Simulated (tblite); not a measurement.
Molecular dynamics of C6H6FN (part 2 of 2)

Continued. System: C6H6FN (2-fluoroaniline), SMILES Nc1ccccc1F. Method: GFN2-xTB Langevin dynamics, gas phase (tblite 0.8.0). 

Geometry of the input (Å):
```
N  2.2657  0.1072  0.2154
C  0.9100  0.0188  0.0073
C  0.2725  -1.2011  -0.2214
C  -1.1010  -1.2712  -0.3549
C  -1.8799  -0.1300  -0.2658
C  -1.2733  1.0959  -0.0433
C  0.0958  1.1522  0.0877
F  0.6964  2.3582  0.2899
H  2.8310  -0.6503  -0.1282
H  2.6726  1.0250  0.1372
H  0.8742  -2.0955  -0.2912
H  -1.5673  -2.2286  -0.5322
H  -2.9515  -0.1884  -0.3708
H  -1.8479  2.0059  0.0275
```

Trajectory as extended XYZ, continued:
```
14
Properties=species:S:1:pos:R:3:forces:R:3 step=4550 time_fs=6825.0 energy=-639.53351 temperature=780.7
N    -2.2765   -2.7043    1.5789   -2.0650  -1.7630  -1.3520
C    -1.5459   -2.1518    2.5696    1.8900  -1.8180  -0.2890
C    -1.0448   -0.8867    2.3665    1.9610   0.8990   2.6280
C    -0.0725   -0.3287    3.3386   -2.1950  -0.2010  -1.8490
C     0.4097   -1.1430    4.3357   -1.0900  -1.1210  -1.4380
C    -0.0327   -2.4934    4.4643   -1.5910   1.5700  -1.9430
C    -0.9656   -3.0353    3.5589   -0.1320   1.6230   1.7460
F    -1.5887   -4.2354    3.8704    0.5580   0.8160  -0.5580
H    -2.3225   -2.3699    0.6146    0.1230   0.2420   0.9060
H    -2.7823   -3.6094    1.6837    0.8600   1.0990   0.2240
H    -1.4544   -0.3791    1.5119    0.2050   0.5490   0.2090
H     0.0557    0.7710    3.3023    0.4170  -0.9810  -0.0470
H     1.1609   -0.9018    5.0264    0.6020   0.8900   0.6440
H     0.1696   -2.7833    5.4363    0.4580  -1.8040   1.1180
14
Properties=species:S:1:pos:R:3:forces:R:3 step=4900 time_fs=7350.0 energy=-638.80859 temperature=916.9
N    -4.0551   -3.5813    4.6343    3.2040   1.7810  -3.6600
C    -2.6313   -3.1938    4.6463   -1.7810  -0.7800   1.4520
C    -1.8475   -3.1456    3.4424   -2.7250  -0.3750   1.8140
C    -0.5364   -3.1966    3.4450    4.4820   1.0590   0.7770
C     0.1368   -3.2639    4.7955    1.2840  -0.7040  -4.2510
C    -0.5336   -3.0601    5.9018   -2.6340   1.0180   3.9280
C    -1.9712   -2.8716    5.8195    1.0610  -0.4420   0.1240
F    -2.6499   -2.5005    6.9467    0.1900  -0.4820  -0.3010
H    -4.2585   -3.7542    3.5741   -0.3180  -0.1630   3.0090
H    -4.4564   -4.0277    5.4270   -0.0320  -0.2320  -0.1520
H    -2.5559   -3.1166    2.6826   -0.2490   0.0390  -2.1060
H     0.1269   -2.9402    2.4876   -1.4310  -1.0200   2.1290
H     1.1867   -3.5690    4.8470   -0.3320   0.4160  -0.2790
H    -0.0982   -3.0134    7.0049   -0.7190  -0.1170  -2.4860
14
Properties=species:S:1:pos:R:3:forces:R:3 step=5250 time_fs=7875.0 energy=-639.85294 temperature=728.7
N    -4.0404   -3.5505    4.3987   -0.1780   1.1910   0.0030
C    -2.6124   -3.5090    4.6239   -3.1520   0.0230  -0.3380
C    -1.8713   -3.8085    3.4821    0.1090   0.1580   0.2200
C    -0.5485   -3.9893    3.6715    3.2440   0.1290   0.5880
C     0.0986   -3.9570    4.9397   -0.6470   0.4900  -0.3330
C    -0.6600   -3.5104    6.0243    0.0740  -0.7630  -0.3900
C    -2.0516   -3.3057    5.8823    2.2840  -0.2020  -1.5740
F    -2.6634   -2.6320    6.8432   -0.9790   0.0340   0.8040
H    -4.4220   -2.9286    3.6716    0.9790  -0.6170  -0.3670
H    -4.6977   -3.2774    5.1265    0.7810  -0.3890   0.8940
H    -2.2726   -3.8378    2.4738   -0.2650   0.0130   0.4800
H     0.2135   -4.0008    2.8848   -0.7850  -0.4910  -0.2840
H     1.2021   -4.1528    4.9600   -1.3500   0.2950   0.3130
H    -0.1978   -3.3841    6.9932   -0.1140   0.1290  -0.0160
14
Properties=species:S:1:pos:R:3:forces:R:3 step=5600 time_fs=8400.0 energy=-639.43639 temperature=750.6
N    -2.7406   -2.5122    3.2861   -0.5030   2.1770   0.9220
C    -1.6809   -2.9448    4.0670    1.2500  -1.1300   1.6370
C    -0.6322   -3.5918    3.4066   -1.3770   0.5630  -0.4660
C     0.5521   -3.9713    3.9864    0.1880   1.1930  -3.0270
C     0.7286   -3.6581    5.2896    0.0380  -1.0300   0.6960
C    -0.3064   -3.2068    6.0748   -1.9320   0.6610   2.2360
C    -1.5459   -2.8678    5.5514    0.6960   0.3000  -4.7960
F    -2.5035   -2.1133    6.0882   -0.2350  -0.0010   1.1890
H    -2.5287   -2.4577    2.2920    0.0770  -0.3400   0.2450
H    -3.0112   -1.5353    3.5812   -0.1370  -1.3980  -0.2030
H    -0.7785   -3.6665    2.3406    0.1760  -0.1870  -0.2500
H     1.3447   -4.0719    3.1850   -0.4830  -0.6870   1.6400
H     1.6257   -4.0771    5.6125    1.3630   0.1390   1.5210
H    -0.3375   -3.0711    7.2007    0.8790  -0.2600  -1.3430
14
Properties=species:S:1:pos:R:3:forces:R:3 step=5950 time_fs=8925.0 energy=-639.47668 temperature=669.1
N    -3.4751   -1.5536    4.1446    0.1990   1.5830   0.8110
C    -2.0931   -1.6258    4.3310   -2.5270  -2.2500  -1.6510
C    -1.3905   -2.4603    3.4320   -3.9300   0.4150  -3.2020
C    -0.1619   -2.8407    3.6550    3.3920  -0.9750  -0.6230
C     0.4801   -2.4038    4.7848    2.2570  -1.6910   0.4180
C    -0.2079   -1.8149    5.7838    2.6160   1.9780   2.2080
C    -1.4688   -1.4189    5.5085   -0.5910   2.6750   2.1200
F    -1.9463   -0.4572    6.4121   -0.4570  -0.8430  -0.4700
H    -3.9229   -2.1805    3.5120    0.0570   0.1620  -0.3480
H    -4.0170   -0.7662    4.5331    0.6020  -0.8980  -0.3550
H    -1.8368   -2.7469    2.3760    0.3370   0.6360   2.2500
H     0.4539   -3.3972    2.9384   -0.5280   0.1750   0.1140
H     1.5224   -2.7270    4.8531   -0.2510   0.3360   0.4790
H     0.3326   -1.3352    6.7182   -1.1760  -1.3010  -1.7520
14
Properties=species:S:1:pos:R:3:forces:R:3 step=6300 time_fs=9450.0 energy=-639.46120 temperature=676.9
N    -2.8022   -0.4443    5.1677    3.0620   0.4460   1.3060
C    -1.4334   -1.0443    5.2538   -2.7130   1.5340  -4.0600
C    -0.7409   -1.0876    3.9559    0.1370  -1.1900   3.8260
C     0.2784   -1.9678    3.7359    0.6470  -1.9600   1.9700
C     0.6956   -2.9092    4.7650   -2.1400   2.1150   0.7110
C    -0.0730   -2.7993    5.9948    1.5200  -0.9890  -1.9370
C    -1.1290   -1.9287    6.2189    0.2910  -1.2410   0.1710
F    -1.9730   -2.1113    7.2874    0.7650   0.1730  -0.3660
H    -2.6979    0.3686    4.5601   -0.4140  -0.1740  -0.0240
H    -3.0191   -0.0890    6.1161   -0.2400  -0.3980  -0.6560
H    -0.9072   -0.3558    3.2668   -0.9300   1.5110  -1.6480
H     0.6519   -2.1199    2.7511    0.4750   0.2680  -0.4280
H     1.5581   -3.5812    4.5901   -1.0790   0.4490   0.4180
H    -0.0244   -3.5885    6.6981    0.6200  -0.5440   0.7180
14
Properties=species:S:1:pos:R:3:forces:R:3 step=6650 time_fs=9975.0 energy=-639.55221 temperature=915.3
N    -1.3449   -0.4831    5.5663    2.0270   0.8060   1.7330
C    -1.0508   -1.6800    4.9729    0.6910  -1.1860  -3.4470
C    -0.9922   -1.8000    3.5148   -0.4820  -0.5820   0.9140
C    -1.1002   -3.0911    2.9273   -0.5560   0.1150   0.4580
C    -1.0792   -4.2367    3.7672    0.2040   1.3630  -0.7830
C    -0.8626   -4.1270    5.1763   -0.9450  -1.8620  -4.1650
C    -0.8097   -2.9060    5.6662    0.1840   3.5480   1.6210
F    -0.3975   -2.7535    6.9678   -0.4930   0.0840   0.2630
H    -1.3883    0.3517    4.9449    0.2680  -1.0410   0.6540
H    -0.6722   -0.3624    6.4151   -1.7190   0.2010  -1.5530
H    -0.8601   -0.8954    2.8557   -0.5870  -0.9990   0.9720
H    -1.4039   -3.1817    1.8197    1.0380   0.0850   1.7960
H    -1.0948   -5.1931    3.2545   -0.2550   0.0590   0.4360
H    -0.9987   -5.0462    5.6639    0.6250  -0.5890   1.1010
14
Properties=species:S:1:pos:R:3:forces:R:3 step=7000 time_fs=10500.0 energy=-639.65274 temperature=990.5
N    -0.2633   -0.7040    4.1452   -3.4590   0.8120  -1.9690
C    -0.9037   -1.8972    4.4004   -2.1310  -1.1380  -0.5570
C    -2.2425   -2.0850    4.0151   -0.8500   0.0020   0.9600
C    -3.0861   -3.1371    4.4720    0.3130   0.0520  -1.1750
C    -2.4456   -4.2842    4.8594    1.8780   0.2790   0.9910
C    -1.0074   -4.2605    5.0589   -1.7680  -0.3200   0.9080
C    -0.3287   -3.0811    4.9959   -0.7620   1.9400  -0.9570
F     0.8684   -2.8415    5.5407    1.0830  -0.6190   0.2940
H    -0.7122    0.2586    3.9715    0.4100  -2.5130   0.4400
H     0.5378   -0.6664    4.6175    3.9900   0.5390   2.0540
H    -2.7412   -1.2618    3.5511   -0.1420   0.5230  -0.1810
H    -4.2096   -3.1208    4.3719    1.5030   0.2090  -0.0030
H    -2.9315   -5.1230    5.3206   -0.3040  -0.2360  -0.4130
H    -0.6100   -5.1460    5.5615    0.2390   0.4710  -0.3910
14
Properties=species:S:1:pos:R:3:forces:R:3 step=7350 time_fs=11025.0 energy=-639.96344 temperature=731.9
N     0.7767   -1.5707    3.9066    0.5280  -1.8450  -1.9490
C     0.3459   -2.9073    3.7378   -0.6590  -0.0530   1.3350
C    -0.5595   -3.4162    4.6752   -0.8200  -0.2100  -0.0940
C    -0.9973   -4.7390    4.6089   -0.1290  -1.2200   0.5590
C    -0.5337   -5.7044    3.6368   -0.3990   2.9700   1.7930
C     0.3519   -5.1776    2.7097   -1.0130  -1.2530  -1.2580
C     0.7025   -3.8754    2.7615    0.0740   2.6650   1.4020
F     1.3785   -3.2819    1.7938    1.3420   0.0910  -1.9310
H     0.2354   -1.0529    4.5707   -0.0550   0.2660  -0.2510
H     1.1465   -1.1477    3.0347   -0.5020  -0.1180   1.1590
H    -1.0957   -2.7112    5.3497    0.7030  -0.7060  -0.3100
H    -1.7064   -4.9947    5.4574    0.7560  -0.1670  -1.4010
H    -0.9141   -6.6860    3.5677   -0.1950  -0.5970   0.1440
H     0.5235   -5.7118    1.7569    0.3690   0.1760   0.8020
14
Properties=species:S:1:pos:R:3:forces:R:3 step=7700 time_fs=11550.0 energy=-639.59604 temperature=651.0
N    -1.0705   -2.6660    4.6058    0.9830   2.7060  -1.9570
C    -0.8514   -3.9619    4.6753    1.0170  -3.6500  -0.0950
C    -0.9625   -4.7736    5.8547    0.0970  -1.2470  -0.3780
C    -0.6716   -6.1440    5.8381    1.3410  -0.1160  -2.8460
C    -0.0678   -6.7550    4.6299   -0.5800   2.5550   2.9430
C     0.2861   -5.8808    3.6229   -2.0740   0.3220   0.8280
C    -0.3023   -4.6388    3.5328   -0.8160   1.1810   1.6830
F    -0.3740   -3.9557    2.3385    0.5580  -0.1840   0.4500
H    -1.8072   -2.2522    5.0597   -1.8350   0.8510   1.6660
H    -0.8907   -2.1123    3.7348    0.0210  -1.2570   0.7740
H    -1.3038   -4.5612    6.8682   -0.1250   1.2620  -0.7140
H    -0.7777   -6.6747    6.7747   -0.0800  -0.2720  -0.4300
H     0.3020   -7.7375    4.6460    0.2190  -0.9000   0.0860
H     0.7768   -6.1336    2.7671    1.2730  -1.2520  -2.0100
14
Properties=species:S:1:pos:R:3:forces:R:3 step=8050 time_fs=12075.0 energy=-639.47673 temperature=693.2
N    -2.4873   -2.4719    4.2487    0.2570  -0.2990  -0.9820
C    -1.3292   -3.1416    4.6185    0.3690  -2.3920   0.5470
C    -1.0598   -3.0825    6.0171    0.2470   1.9310  -1.4380
C     0.0470   -3.5762    6.6217    1.3750  -1.8710  -1.6500
C     0.8469   -4.4920    5.9209    0.3450   0.0640  -1.5000
C     0.5606   -4.7030    4.5941   -0.7290  -1.0810  -2.3300
C    -0.5215   -4.1141    3.8973   -0.6340   0.7040   1.7610
F    -0.7990   -4.5940    2.6420    0.0330   0.7370   0.5650
H    -3.0359   -1.9748    4.9466    0.5380  -0.3770  -0.0700
H    -3.0653   -2.9794    3.6021   -0.0740   0.1050  -0.3650
H    -1.6033   -2.2243    6.3687   -0.2080  -0.1640   1.1880
H     0.5033   -3.4661    7.5286   -0.2270   1.0420   2.6330
H     1.7920   -4.9844    6.1781   -0.6890   0.4860   0.8690
H     1.1234   -5.4861    3.9932   -0.6020   1.1130   0.7740
14
Properties=species:S:1:pos:R:3:forces:R:3 step=8400 time_fs=12600.0 energy=-639.44665 temperature=757.4
N    -2.0801   -3.8007    2.9223    3.3690  -0.7820  -1.0950
C    -1.3523   -4.3303    4.0433    0.4640  -1.9110  -4.1260
C    -1.6575   -4.0335    5.3199   -1.2890  -0.7330   2.0250
C    -1.0869   -4.8680    6.2841    1.1650  -0.2920   1.6280
C    -0.1210   -5.8869    6.0293   -2.5330   1.7050  -2.0170
C     0.0340   -6.2977    4.6877   -1.5000   4.0000  -0.4170
C    -0.4817   -5.4571    3.6722   -1.4930   1.3640   2.5150
F    -0.4401   -5.6167    2.3372    0.6490  -0.7110   0.2080
H    -2.5076   -3.0216    3.2885   -1.5670   2.2720   0.4030
H    -1.4451   -3.5025    2.0682   -1.4990  -0.9530   2.0720
H    -2.5624   -3.4235    5.6179    1.4600  -0.3340  -0.5190
H    -1.3394   -4.6350    7.3556    0.3720  -0.3660  -1.0830
H     0.3164   -6.4232    6.8041    0.5010  -0.7010   1.0150
H     0.6989   -6.9821    4.3752    1.9010  -2.5570  -0.6090
```

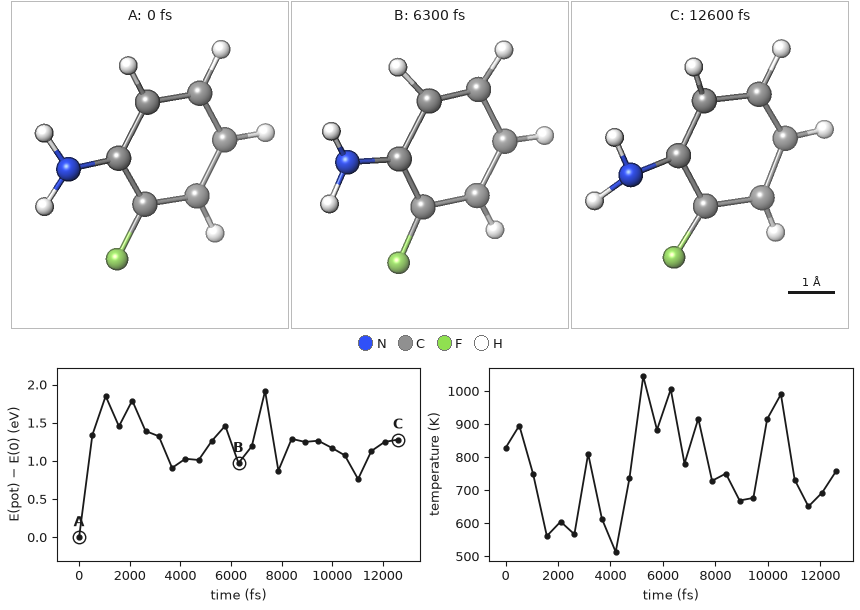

*Frames of the molecular dynamics (ball-and-stick, seen at a tilt) above the curves, on which the letters mark them.*

The trajectory kept here has 25 frames over 12600 fs. The temperature starts at 828 K, ranges from 514 to 1045 K and averages 790 K over the second half. The potential energy ends 1.280 eV above its first value. After an unweighted best fit of the last frame on the first, the root-mean-square displacement is 0.16 Å, and H10 has moved furthest (0.34 Å).

Summary:

```csv
quantity,value
outcome,finished
mean temperature over the second half,790 K
trajectory,"25 frames kept, 12600 fs"
wall time,45 s
peak memory,0.52 GiB
```
